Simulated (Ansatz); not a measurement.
# FH7O2Si (built from SMILES F.O.O[SiH3]): Born-Oppenheimer dynamics

Aim: follow the atoms for 80 steps of 0.25 fs at constant energy, with velocities drawn for 1000 K, and see to which side of the barrier the system falls.

Method: PBE0-D4/def2-SVP; program: Ansatz 0.2.0, Gaussian basis.

## 1. The starting structure

The start, a first-order saddle point found at PBE0-D4 in triple zeta: 11 atoms, charge 0, spin multiplicity 1.

Atoms are counted from 1 here; the program's logs count them from 0.

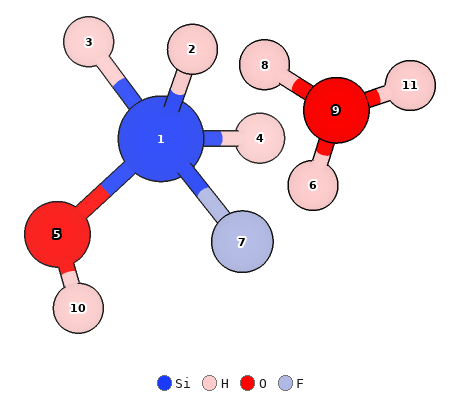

Start geometry, drawn with silicon blue, hydrogen pink, oxygen red, fluorine light blue; atoms are numbered from 1 in the order of the file.

As a file:

```
Si   -0.5149    0.5579   -0.7810
H     0.5256   -0.7157   -0.8336
H    -0.5640    0.3640   -2.2674
H    -1.8288    0.0253   -0.3314
O    -0.1686    2.1672   -0.8590
H     0.5374   -0.5928    1.4099
F     0.0040    0.6127    1.0063
H     0.7453   -1.2514    0.0502
O     0.9433   -1.5259    1.1689
H    -0.0107    2.5781   -0.0061
H     0.3313   -2.2194    1.4434
```

## 2. The run

The input, md/in.yaml:

```yaml
crystal:
  periodic: [false, false, false]
  atoms:
    - {symbol: Si, position_ang: [-0.514932, 0.557949, -0.781032]}
    - {symbol: H, position_ang: [0.525601, -0.715699, -0.833615]}
    - {symbol: H, position_ang: [-0.564018, 0.364000, -2.267427]}
    - {symbol: H, position_ang: [-1.828831, 0.025346, -0.331370]}
    - {symbol: O, position_ang: [-0.168615, 2.167231, -0.858955]}
    - {symbol: H, position_ang: [0.537406, -0.592789, 1.409913]}
    - {symbol: F, position_ang: [0.004044, 0.612667, 1.006306]}
    - {symbol: H, position_ang: [0.745305, -1.251403, 0.050195]}
    - {symbol: O, position_ang: [0.943302, -1.525881, 1.168890]}
    - {symbol: H, position_ang: [-0.010692, 2.578105, -0.006059]}
    - {symbol: H, position_ang: [0.331330, -2.219426, 1.443353]}
basis:
  gaussian: {orbitals: def2-SVP}
hamiltonian: {xc: pbe0, dispersion: d4}
md: {n_steps: 80, timestep: 0.25, temperature: 1000, ensemble: nve, seed: 97, initial_velocities: maxwell_boltzmann}
```

The run is started by

```
ansatz run in.yaml --threads 4 --pin off --events-out ev --progress --plain --max-ram 9574MiB
```

The program printed:

```text
Functional definition: PBE0
  name "PBE0"
  cite "Adamo & Barone, J. Chem. Phys. 110, 6158 (1999) doi:10.1063/1.478522"
  cite "Perdew, Burke & Ernzerhof, Phys. Rev. Lett. 77, 3865 (1996) doi:10.1103/PhysRevLett.77.3865"
  parent pbe
  parameter a = 0.25
  parameter kappa = 0.804
  parameter beta = 0.06672455060314922
  exchange = (1 - a)*pbe_x(kappa = kappa, mu = beta*pi^2/3) + a*exact_x
  correlation = pbe_c(beta = beta)
981 factors; integrals over basis functions are off by at most 6.4e-4 eV
mean field evaluation 1: about -14778.4334 eV, gradient 6.0e1 eV
mean field evaluation 2: about -14771.1779 eV, gradient 8.7e1 eV
mean field evaluation 4: about -14784.3969 eV, gradient 3.5e0 eV
mean field evaluation 8: about -14784.4170 eV, gradient 3.4e-2 eV
mean field -14784.41702502 eV, -543.3173044317 hartree, gradient 3.2e-5 eV, S^2 0.000000; 0 other end points of the search recorded, 0 dependent functions left out
the calculation of the forces begins
reference -14784.41705037 eV, -543.3173053633 hartree; 23, 23 occupied and 72, 72 virtual orbitals, 981 factors
md step     0: t =     0.00 fs  T =  1000.0 K  F+E_penalty+E_count = -14784.54848241 eV  E_kin = 1.163340 eV  conserved = -14783.38514242 eV  (23 SCF iters)
[... from here on, the SCF cycles and remarks between the steps are left out ...]
md step     1: t =     0.25 fs  T =   993.3 K  F+E_penalty+E_count = -14784.54072129 eV  E_kin = 1.155568 eV  conserved = -14783.38515335 eV  (23 SCF iters)
md step     2: t =     0.50 fs  T =   978.1 K  F+E_penalty+E_count = -14784.52298835 eV  E_kin = 1.137871 eV  conserved = -14783.38511685 eV  (23 SCF iters)
md step     3: t =     0.75 fs  T =   955.0 K  F+E_penalty+E_count = -14784.49605996 eV  E_kin = 1.111031 eV  conserved = -14783.38502849 eV  (23 SCF iters)
md step     4: t =     1.00 fs  T =   925.5 K  F+E_penalty+E_count = -14784.46150961 eV  E_kin = 1.076618 eV  conserved = -14783.38489148 eV  (23 SCF iters)
md step     5: t =     1.25 fs  T =   891.3 K  F+E_penalty+E_count = -14784.42165086 eV  E_kin = 1.036935 eV  conserved = -14783.38471567 eV  (22 SCF iters)
md step     6: t =     1.50 fs  T =   855.2 K  F+E_penalty+E_count = -14784.37936866 eV  E_kin = 0.994849 eV  conserved = -14783.38451927 eV  (23 SCF iters)
md step     7: t =     1.75 fs  T =   819.6 K  F+E_penalty+E_count = -14784.33782993 eV  E_kin = 0.953503 eV  conserved = -14783.38432733 eV  (24 SCF iters)
md step     8: t =     2.00 fs  T =   787.3 K  F+E_penalty+E_count = -14784.30009807 eV  E_kin = 0.915931 eV  conserved = -14783.38416684 eV  (25 SCF iters)
md step     9: t =     2.25 fs  T =   760.4 K  F+E_penalty+E_count = -14784.26871354 eV  E_kin = 0.884651 eV  conserved = -14783.38406302 eV  (25 SCF iters)
md step    10: t =     2.50 fs  T =   740.4 K  F+E_penalty+E_count = -14784.24531842 eV  E_kin = 0.861287 eV  conserved = -14783.38403108 eV  (25 SCF iters)
md step    11: t =     2.75 fs  T =   727.5 K  F+E_penalty+E_count = -14784.23042263 eV  E_kin = 0.846349 eV  conserved = -14783.38407338 eV  (25 SCF iters)
md step    12: t =     3.00 fs  T =   721.4 K  F+E_penalty+E_count = -14784.22337111 eV  E_kin = 0.839193 eV  conserved = -14783.38417782 eV  (25 SCF iters)
md step    13: t =     3.25 fs  T =   720.5 K  F+E_penalty+E_count = -14784.22252783 eV  E_kin = 0.838207 eV  conserved = -14783.38432116 eV  (25 SCF iters)
md step    14: t =     3.50 fs  T =   723.0 K  F+E_penalty+E_count = -14784.22562793 eV  E_kin = 0.841153 eV  conserved = -14783.38447525 eV  (25 SCF iters)
md step    15: t =     3.75 fs  T =   726.9 K  F+E_penalty+E_count = -14784.23020658 eV  E_kin = 0.845593 eV  conserved = -14783.38461376 eV  (25 SCF iters)
md step    16: t =     4.00 fs  T =   730.0 K  F+E_penalty+E_count = -14784.23400260 eV  E_kin = 0.849285 eV  conserved = -14783.38471766 eV  (25 SCF iters)
md step    17: t =     4.25 fs  T =   731.1 K  F+E_penalty+E_count = -14784.23525706 eV  E_kin = 0.850479 eV  conserved = -14783.38477757 eV  (25 SCF iters)
md step    18: t =     4.50 fs  T =   729.0 K  F+E_penalty+E_count = -14784.23286973 eV  E_kin = 0.848077 eV  conserved = -14783.38479291 eV  (25 SCF iters)
md step    19: t =     4.75 fs  T =   723.5 K  F+E_penalty+E_count = -14784.22641932 eV  E_kin = 0.841649 eV  conserved = -14783.38477012 eV  (24 SCF iters)
md step    20: t =     5.00 fs  T =   714.6 K  F+E_penalty+E_count = -14784.21607880 eV  E_kin = 0.831360 eV  conserved = -14783.38471924 eV  (25 SCF iters)
md step    21: t =     5.25 fs  T =   703.0 K  F+E_penalty+E_count = -14784.20247075 eV  E_kin = 0.817820 eV  conserved = -14783.38465124 eV  (25 SCF iters)
md step    22: t =     5.50 fs  T =   689.3 K  F+E_penalty+E_count = -14784.18650229 eV  E_kin = 0.801926 eV  conserved = -14783.38457636 eV  (25 SCF iters)
md step    23: t =     5.75 fs  T =   674.5 K  F+E_penalty+E_count = -14784.16920835 eV  E_kin = 0.784705 eV  conserved = -14783.38450305 eV  (25 SCF iters)
md step    24: t =     6.00 fs  T =   659.5 K  F+E_penalty+E_count = -14784.15162060 eV  E_kin = 0.767183 eV  conserved = -14783.38443768 eV  (25 SCF iters)
md step    25: t =     6.25 fs  T =   644.9 K  F+E_penalty+E_count = -14784.13466818 eV  E_kin = 0.750284 eV  conserved = -14783.38438420 eV  (25 SCF iters)
md step    26: t =     6.50 fs  T =   631.6 K  F+E_penalty+E_count = -14784.11911228 eV  E_kin = 0.734767 eV  conserved = -14783.38434489 eV  (25 SCF iters)
md step    27: t =     6.75 fs  T =   619.9 K  F+E_penalty+E_count = -14784.10550915 eV  E_kin = 0.721189 eV  conserved = -14783.38432019 eV  (25 SCF iters)
md step    28: t =     7.00 fs  T =   610.2 K  F+E_penalty+E_count = -14784.09419957 eV  E_kin = 0.709890 eV  conserved = -14783.38430927 eV  (25 SCF iters)
md step    29: t =     7.25 fs  T =   602.6 K  F+E_penalty+E_count = -14784.08532004 eV  E_kin = 0.701009 eV  conserved = -14783.38431085 eV  (25 SCF iters)
md step    30: t =     7.50 fs  T =   597.0 K  F+E_penalty+E_count = -14784.07882922 eV  E_kin = 0.694508 eV  conserved = -14783.38432080 eV  (25 SCF iters)
md step    31: t =     7.75 fs  T =   593.3 K  F+E_penalty+E_count = -14784.07455632 eV  E_kin = 0.690220 eV  conserved = -14783.38433620 eV  (25 SCF iters)
md step    32: t =     8.00 fs  T =   591.3 K  F+E_penalty+E_count = -14784.07225535 eV  E_kin = 0.687902 eV  conserved = -14783.38435306 eV  (25 SCF iters)
md step    33: t =     8.25 fs  T =   590.8 K  F+E_penalty+E_count = -14784.07167007 eV  E_kin = 0.687303 eV  conserved = -14783.38436658 eV  (25 SCF iters)
md step    34: t =     8.50 fs  T =   591.6 K  F+E_penalty+E_count = -14784.07260211 eV  E_kin = 0.688229 eV  conserved = -14783.38437310 eV  (25 SCF iters)
md step    35: t =     8.75 fs  T =   593.6 K  F+E_penalty+E_count = -14784.07496988 eV  E_kin = 0.690600 eV  conserved = -14783.38436972 eV  (25 SCF iters)
md step    36: t =     9.00 fs  T =   597.0 K  F+E_penalty+E_count = -14784.07885089 eV  E_kin = 0.694495 eV  conserved = -14783.38435544 eV  (25 SCF iters)
md step    37: t =     9.25 fs  T =   601.9 K  F+E_penalty+E_count = -14784.08449448 eV  E_kin = 0.700163 eV  conserved = -14783.38433181 eV  (25 SCF iters)
md step    38: t =     9.50 fs  T =   608.6 K  F+E_penalty+E_count = -14784.09229493 eV  E_kin = 0.707992 eV  conserved = -14783.38430253 eV  (25 SCF iters)
md step    39: t =     9.75 fs  T =   617.6 K  F+E_penalty+E_count = -14784.10272514 eV  E_kin = 0.718450 eV  conserved = -14783.38427512 eV  (25 SCF iters)
md step    40: t =    10.00 fs  T =   629.2 K  F+E_penalty+E_count = -14784.11622918 eV  E_kin = 0.731972 eV  conserved = -14783.38425758 eV  (25 SCF iters)
md step    41: t =    10.25 fs  T =   643.7 K  F+E_penalty+E_count = -14784.13309754 eV  E_kin = 0.748840 eV  conserved = -14783.38425751 eV  (25 SCF iters)
md step    42: t =    10.50 fs  T =   661.1 K  F+E_penalty+E_count = -14784.15334642 eV  E_kin = 0.769066 eV  conserved = -14783.38428074 eV  (25 SCF iters)
md step    43: t =    10.75 fs  T =   681.1 K  F+E_penalty+E_count = -14784.17662898 eV  E_kin = 0.792299 eV  conserved = -14783.38432986 eV  (26 SCF iters)
md step    44: t =    11.00 fs  T =   703.0 K  F+E_penalty+E_count = -14784.20220072 eV  E_kin = 0.817798 eV  conserved = -14783.38440293 eV  (25 SCF iters)
md step    45: t =    11.25 fs  T =   725.9 K  F+E_penalty+E_count = -14784.22895091 eV  E_kin = 0.844457 eV  conserved = -14783.38449371 eV  (25 SCF iters)
md step    46: t =    11.50 fs  T =   748.6 K  F+E_penalty+E_count = -14784.25549596 eV  E_kin = 0.870902 eV  conserved = -14783.38459400 eV  (25 SCF iters)
md step    47: t =    11.75 fs  T =   769.9 K  F+E_penalty+E_count = -14784.28031314 eV  E_kin = 0.895619 eV  conserved = -14783.38469424 eV  (24 SCF iters)
md step    48: t =    12.00 fs  T =   788.3 K  F+E_penalty+E_count = -14784.30189292 eV  E_kin = 0.917108 eV  conserved = -14783.38478480 eV  (24 SCF iters)
md step    49: t =    12.25 fs  T =   802.9 K  F+E_penalty+E_count = -14784.31888688 eV  E_kin = 0.934029 eV  conserved = -14783.38485802 eV  (24 SCF iters)
md step    50: t =    12.50 fs  T =   812.6 K  F+E_penalty+E_count = -14784.33023158 eV  E_kin = 0.945324 eV  conserved = -14783.38490795 eV  (24 SCF iters)
md step    51: t =    12.75 fs  T =   816.9 K  F+E_penalty+E_count = -14784.33524354 eV  E_kin = 0.950313 eV  conserved = -14783.38493049 eV  (25 SCF iters)
md step    52: t =    13.00 fs  T =   815.5 K  F+E_penalty+E_count = -14784.33368375 eV  E_kin = 0.948761 eV  conserved = -14783.38492301 eV  (24 SCF iters)
md step    53: t =    13.25 fs  T =   808.8 K  F+E_penalty+E_count = -14784.32579511 eV  E_kin = 0.940911 eV  conserved = -14783.38488458 eV  (24 SCF iters)
md step    54: t =    13.50 fs  T =   797.3 K  F+E_penalty+E_count = -14784.31231262 eV  E_kin = 0.927497 eV  conserved = -14783.38481573 eV  (24 SCF iters)
md step    55: t =    13.75 fs  T =   782.0 K  F+E_penalty+E_count = -14784.29444484 eV  E_kin = 0.909725 eV  conserved = -14783.38471978 eV  (24 SCF iters)
md step    56: t =    14.00 fs  T =   764.4 K  F+E_penalty+E_count = -14784.27381603 eV  E_kin = 0.889213 eV  conserved = -14783.38460277 eV  (24 SCF iters)
md step    57: t =    14.25 fs  T =   746.0 K  F+E_penalty+E_count = -14784.25236275 eV  E_kin = 0.867888 eV  conserved = -14783.38447443 eV  (25 SCF iters)
md step    58: t =    14.50 fs  T =   728.8 K  F+E_penalty+E_count = -14784.23217707 eV  E_kin = 0.847830 eV  conserved = -14783.38434738 eV  (25 SCF iters)
md step    59: t =    14.75 fs  T =   714.4 K  F+E_penalty+E_count = -14784.21530337 eV  E_kin = 0.831068 eV  conserved = -14783.38423583 eV  (26 SCF iters)
md step    60: t =    15.00 fs  T =   704.3 K  F+E_penalty+E_count = -14784.20351049 eV  E_kin = 0.819355 eV  conserved = -14783.38415590 eV  (24 SCF iters)
md step    61: t =    15.25 fs  T =   699.7 K  F+E_penalty+E_count = -14784.19806280 eV  E_kin = 0.813944 eV  conserved = -14783.38411849 eV  (25 SCF iters)
md step    62: t =    15.50 fs  T =   700.9 K  F+E_penalty+E_count = -14784.19954595 eV  E_kin = 0.815416 eV  conserved = -14783.38413006 eV  (25 SCF iters)
md step    63: t =    15.75 fs  T =   707.9 K  F+E_penalty+E_count = -14784.20777259 eV  E_kin = 0.823583 eV  conserved = -14783.38418978 eV  (24 SCF iters)
md step    64: t =    16.00 fs  T =   719.9 K  F+E_penalty+E_count = -14784.22179744 eV  E_kin = 0.837508 eV  conserved = -14783.38428980 eV  (25 SCF iters)
md step    65: t =    16.25 fs  T =   735.5 K  F+E_penalty+E_count = -14784.24004120 eV  E_kin = 0.855624 eV  conserved = -14783.38441684 eV  (24 SCF iters)
md step    66: t =    16.50 fs  T =   753.0 K  F+E_penalty+E_count = -14784.26050110 eV  E_kin = 0.875948 eV  conserved = -14783.38455299 eV  (25 SCF iters)
md step    67: t =    16.75 fs  T =   770.5 K  F+E_penalty+E_count = -14784.28101742 eV  E_kin = 0.896336 eV  conserved = -14783.38468113 eV  (26 SCF iters)
md step    68: t =    17.00 fs  T =   786.3 K  F+E_penalty+E_count = -14784.29954495 eV  E_kin = 0.914759 eV  conserved = -14783.38478583 eV  (25 SCF iters)
md step    69: t =    17.25 fs  T =   799.0 K  F+E_penalty+E_count = -14784.31439633 eV  E_kin = 0.929541 eV  conserved = -14783.38485568 eV  (25 SCF iters)
md step    70: t =    17.50 fs  T =   807.6 K  F+E_penalty+E_count = -14784.32442288 eV  E_kin = 0.939539 eV  conserved = -14783.38488369 eV  (25 SCF iters)
md step    71: t =    17.75 fs  T =   811.7 K  F+E_penalty+E_count = -14784.32911719 eV  E_kin = 0.944247 eV  conserved = -14783.38487002 eV  (25 SCF iters)
md step    72: t =    18.00 fs  T =   811.3 K  F+E_penalty+E_count = -14784.32862134 eV  E_kin = 0.943802 eV  conserved = -14783.38481951 eV  (24 SCF iters)
md step    73: t =    18.25 fs  T =   807.1 K  F+E_penalty+E_count = -14784.32365107 eV  E_kin = 0.938909 eV  conserved = -14783.38474212 eV  (24 SCF iters)
md step    74: t =    18.50 fs  T =   800.0 K  F+E_penalty+E_count = -14784.31534461 eV  E_kin = 0.930694 eV  conserved = -14783.38465083 eV  (24 SCF iters)
md step    75: t =    18.75 fs  T =   791.3 K  F+E_penalty+E_count = -14784.30506405 eV  E_kin = 0.920505 eV  conserved = -14783.38455929 eV  (26 SCF iters)
md step    76: t =    19.00 fs  T =   782.0 K  F+E_penalty+E_count = -14784.29418404 eV  E_kin = 0.909704 eV  conserved = -14783.38447961 eV  (26 SCF iters)
md step    77: t =    19.25 fs  T =   773.2 K  F+E_penalty+E_count = -14784.28390551 eV  E_kin = 0.899486 eV  conserved = -14783.38441968 eV  (25 SCF iters)
md step    78: t =    19.50 fs  T =   765.7 K  F+E_penalty+E_count = -14784.27513040 eV  E_kin = 0.890747 eV  conserved = -14783.38438320 eV  (26 SCF iters)
md step    79: t =    19.75 fs  T =   759.9 K  F+E_penalty+E_count = -14784.26841171 eV  E_kin = 0.884044 eV  conserved = -14783.38436771 eV  (24 SCF iters)
md step    80: t =    20.00 fs  T =   756.1 K  F+E_penalty+E_count = -14784.26398520 eV  E_kin = 0.879618 eV  conserved = -14783.38436719 eV  (24 SCF iters)
Total energy: -14784.26401011 eV, -543.3116812374 hartree
Atom 0 at    -0.381493     0.494773    -0.750891 Å, force    -1.239689     1.074822    -2.282727 eV/Å
Atom 1 at     0.833049    -0.397302    -0.808026 Å, force     0.745513    -0.260610    -0.376369 eV/Å
Atom 2 at    -0.702205     0.133762    -2.260225 Å, force     0.369431     0.682371     0.769192 eV/Å
Atom 3 at    -1.551414    -0.301059    -0.260986 Å, force    -0.043683     0.025321     0.478775 eV/Å
Atom 4 at    -0.374664     2.195142    -0.861794 Å, force    -0.033203    -1.879877    -1.296642 eV/Å
Atom 5 at     0.377503    -0.416273     1.276458 Å, force     0.633447    -0.004392     0.177980 eV/Å
Atom 6 at     0.189710     0.662290     1.037079 Å, force    -0.281337     0.921256     0.627868 eV/Å
Atom 7 at     0.937651    -1.305280     0.046696 Å, force    -0.520221    -0.120021     2.158696 eV/Å
Atom 8 at     0.720562    -1.520028     1.113279 Å, force     0.190863    -0.568026    -1.524359 eV/Å
Atom 9 at    -0.427174     2.722268    -0.086681 Å, force     0.083784     0.459781     1.261164 eV/Å
Atom 10 at    -0.142809    -1.958937     1.065679 Å, force     0.095096    -0.330624     0.006422 eV/Å
Dipole moment:     0.046559    -0.537005     0.603697 e Å
```

It took 43 s on 4 threads of Intel Xeon 6975P-C, shared host.

## 3. The trajectory

Every 5 steps:

```
time (fs)  T (K)  potential (meV)  potential + kinetic (meV)  Si1–F7 (Å)  H6–O9 (Å)  H2–H8 (Å)  Si1–H2 (Å)
     0.00   1000              0.0                        0.0       1.862      1.046      1.057       1.645
     1.25    891            126.8                        0.4       1.856      0.982      1.081       1.632
     2.50    740            303.2                        1.1       1.850      0.953      1.098       1.625
     3.75    727            318.3                        0.5       1.844      0.976      1.104       1.624
     5.00    715            332.4                        0.4       1.839      1.036      1.099       1.628
     6.25    645            413.8                        0.8       1.835      1.101      1.089       1.636
     7.50    597            469.7                        0.8       1.832      1.151      1.080       1.644
     8.75    594            473.5                        0.8       1.831      1.176      1.080       1.650
    10.00    629            432.3                        0.9       1.833      1.174      1.093       1.651
    11.25    726            319.5                        0.6       1.835      1.149      1.121       1.646
    12.50    813            218.2                        0.2       1.839      1.108      1.162       1.634
    13.75    782            254.0                        0.4       1.844      1.062      1.205       1.615
    15.00    704            345.0                        1.0       1.850      1.030      1.236       1.589
    16.25    735            308.4                        0.7       1.857      1.026      1.244       1.560
    17.50    808            224.1                        0.3       1.865      1.054      1.238       1.533
    18.75    791            243.4                        0.6       1.874      1.105      1.236       1.515
    20.00    756            284.5                        0.8       1.884      1.167      1.251       1.508
```

Energies count from the start.

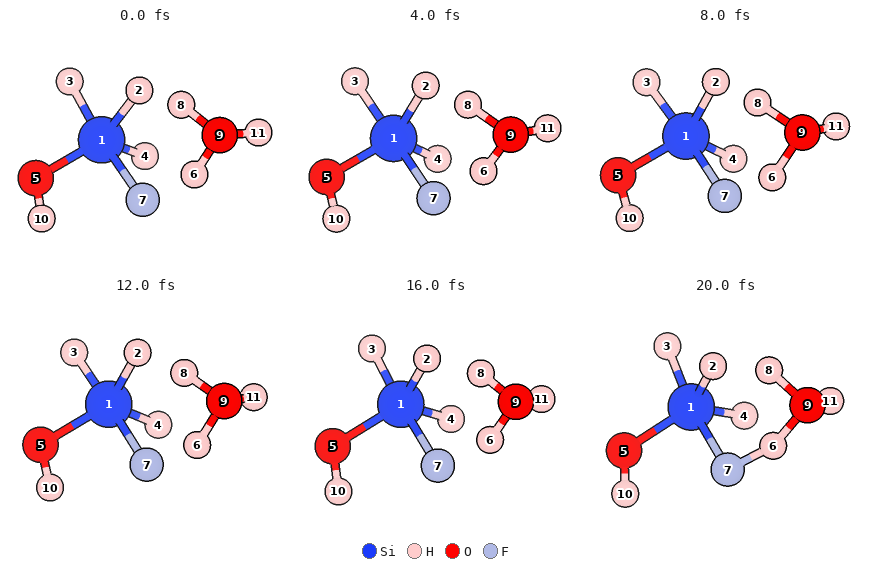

Six frames.

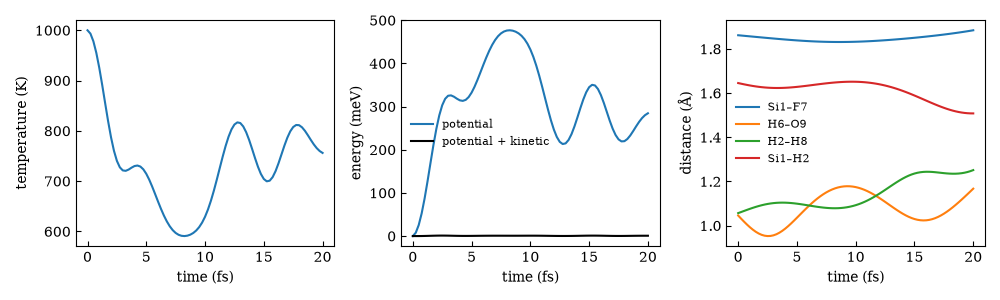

Temperature, energies and the distances followed.

Positions (Å) and forces (eV/Å) at 8.00 fs:

```xyz
11

Si   -0.449    0.524   -0.749   -1.155    0.348   -1.681
H     0.659   -0.674   -0.972   -0.042    0.229    0.543
H    -0.579    0.518   -2.281   -0.098   -0.768    0.376
H    -1.734    0.003   -0.120    0.257   -0.188   -0.669
O    -0.253    2.181   -0.885    0.104    0.175    1.601
H     0.565   -0.430    1.463   -0.279   -1.689   -0.894
F     0.069    0.617    1.005    0.701    0.729    0.779
H     0.801   -1.127   -0.003   -0.096   -0.624    0.902
O     0.845   -1.514    1.146    0.389    1.130   -0.417
H    -0.272    2.525    0.029    0.225    0.270   -0.618
H     0.137   -2.167    1.261   -0.006    0.386    0.076
```

Positions (Å) and forces (eV/Å) at 20.00 fs:

```xyz
11

Si   -0.381    0.495   -0.751   -1.240    1.075   -2.283
H     0.833   -0.397   -0.808    0.746   -0.261   -0.376
H    -0.702    0.134   -2.260    0.369    0.682    0.769
H    -1.551   -0.301   -0.261   -0.044    0.025    0.479
O    -0.375    2.195   -0.862   -0.033   -1.880   -1.297
H     0.378   -0.416    1.276    0.633   -0.004    0.178
F     0.190    0.662    1.037   -0.281    0.921    0.628
H     0.938   -1.305    0.047   -0.520   -0.120    2.159
O     0.721   -1.520    1.113    0.191   -0.568   -1.524
H    -0.427    2.722   -0.087    0.084    0.460    1.261
H    -0.143   -1.959    1.066    0.095   -0.331    0.006
```

## 4. Results

| quantity | value |
| --- | --- |
| length | 80 steps, 20.0 fs |
| temperature at the start | 1000 K |
| mean temperature, second half | 756 K |
| lowest and highest potential energy, from the first frame | 0 and 477 meV |
| largest change of potential + kinetic | 1.1 meV |

What this shows: By the last frame it has moved back towards the start side of the step. With no thermostat the total energy should stay fixed; it holds within 1.1 meV, small beside the kinetic energy, so the time step serves. The instant temperature ranges from 591 to 1000 K, as energy passes between motion and strain.
